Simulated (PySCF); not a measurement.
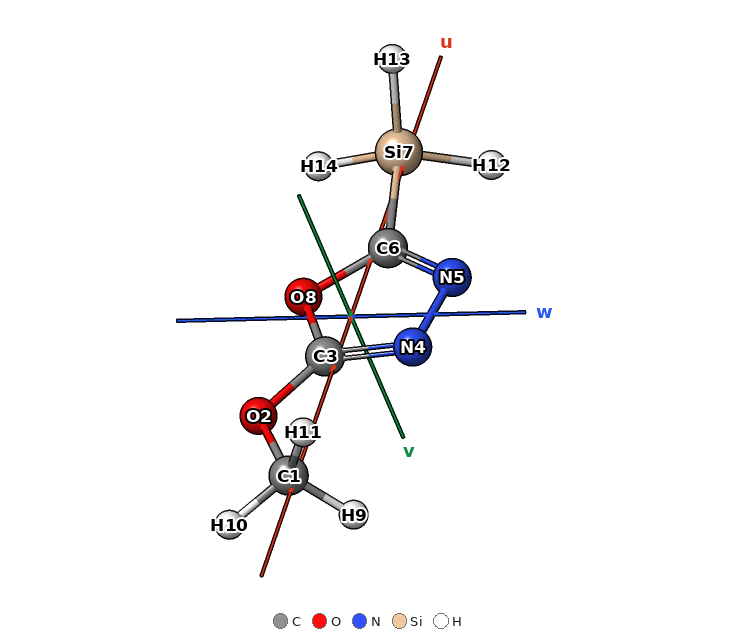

The lines u, v and w are the principal axes of the static dipole polarisability. The geometry was computed by an optimisation with GFN2-xTB. No frequency run is at hand to confirm it as a minimum. Level of theory: ωB97X-D/def2-SVPD (PySCF 2.14.0).

Along which axis is the molecule most polarisable, and along which least?

Answer. Most along u (nearly parallel to the N4–N5 bond), least along v.

Give the three principal values.

Answer. u 113.4, v 59.7, w 72.5 bohr³; mean 81.9, anisotropy 48.5 bohr³.

The geometry is semi-empirical. Around Si such bond lengths and angles can be off by a tenth of an ångström or more and by several degrees, and values that hang on the shape move with them.
